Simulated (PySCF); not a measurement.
CH₇O₂Si₃ (doublet)

```yaml
atoms:
  - { symbol: O, position_ang: [1.5117, -3.0999, -0.1649] }
  - { symbol: C, position_ang: [0.6807, -2.3516, -0.5330] }
  - { symbol: Si, position_ang: [0.5437, -0.5002, -0.9075] }
  - { symbol: Si, position_ang: [1.9611, 1.1290, -0.0671] }
  - { symbol: O, position_ang: [-0.9210, -0.1217, -0.3135] }
  - { symbol: Si, position_ang: [-2.4866, 0.1920, -0.0592] }
  - { symbol: H, position_ang: [0.4033, -0.6018, -2.3694] }
  - { symbol: H, position_ang: [1.7538, 1.3755, 1.3655] }
  - { symbol: H, position_ang: [1.8480, 2.4342, -0.7335] }
  - { symbol: H, position_ang: [3.3523, 0.6906, -0.2338] }
  - { symbol: H, position_ang: [-2.4891, 1.2708, 0.9272] }
  - { symbol: H, position_ang: [-3.0979, -1.0366, 0.4385] }
  - { symbol: H, position_ang: [-3.0644, 0.6201, -1.3318] }
```

Geometry: GFN2-xTB.

The calculation used PySCF, UKS B3LYP, pcH-1 on C H O Si, non-relativistic, mean-field spin-orbit, GIAO.

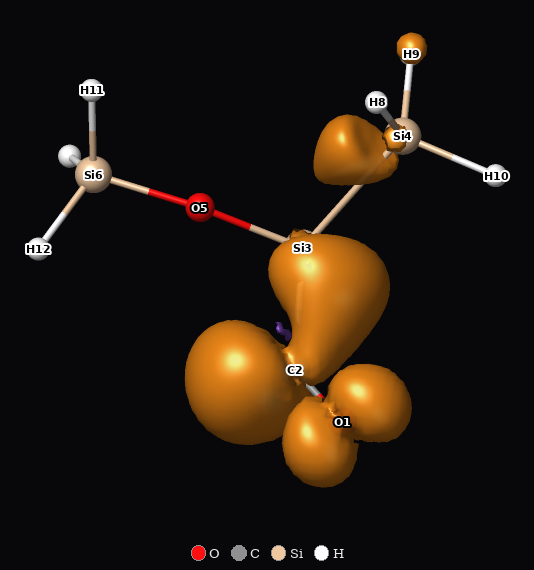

Figure 1. Isosurfaces of the spin density (α minus β) at +0.02 (orange) and −0.02 e/Å³ (purple), seen across its widest extent.

### Which atoms carry the spin?

The unpaired spin (1 electron) lies mostly on C2 (about 0.5), O1 (about 0.3) and Si3 (about 0.2), in electrons by Hirshfeld's partition.

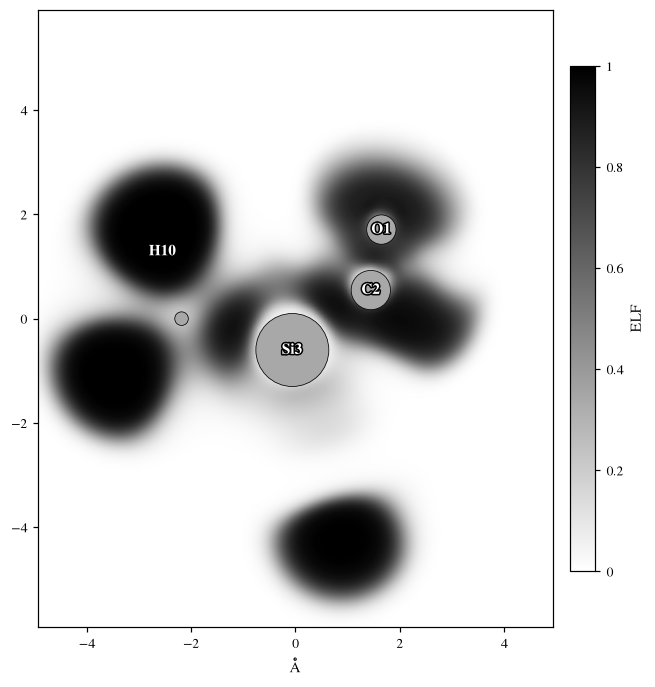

Figure 2. ELF on the plane of atoms O1, C2 and Si3. Grey discs cover the atomic cores.

### Describe what can be read from this map.

The section cuts through O, C, Si and H sites. C–O (1.18 Å): the ELF peaks at about 0.85 between the atoms; a short, multiple covalent bond. C–Si (1.89 Å): the ELF peaks at about 0.95 between the atoms: a shared electron pair. The ELF also peaks beside C2 and O1, away from the bonds: non-bonding electrons, paired or unpaired.

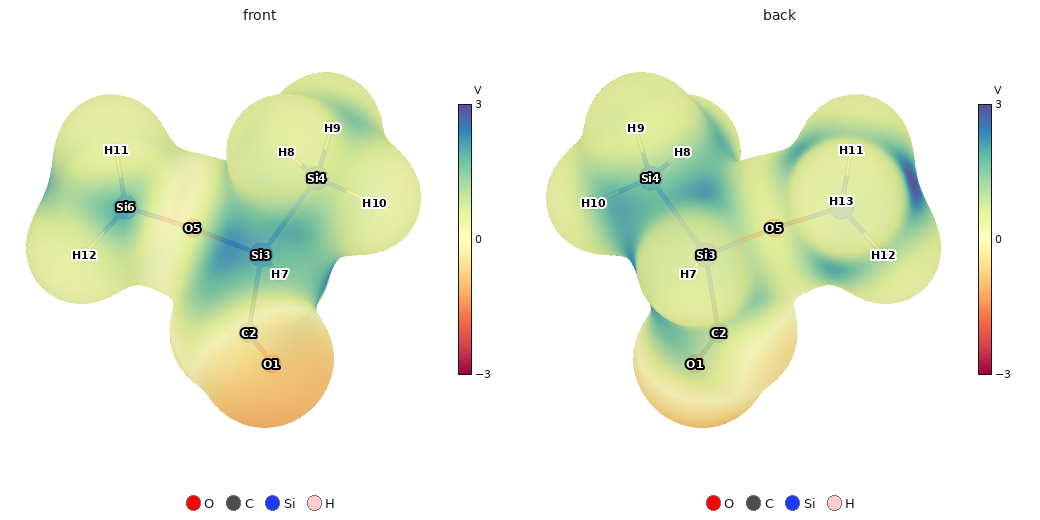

Figure 3. The molecular electrostatic potential painted on the density surface at 0.004 e/bohr³, seen from the front and from behind; red is negative and blue positive.

### Describe the electrostatic potential map.

The most negative region (about −1.1 V, or −25 kcal/mol for a unit charge) lies over O1, the most positive (about +2.6 V, or +60 kcal/mol for a unit charge) over Si6. O1 is the likeliest acceptor of a hydrogen bond.
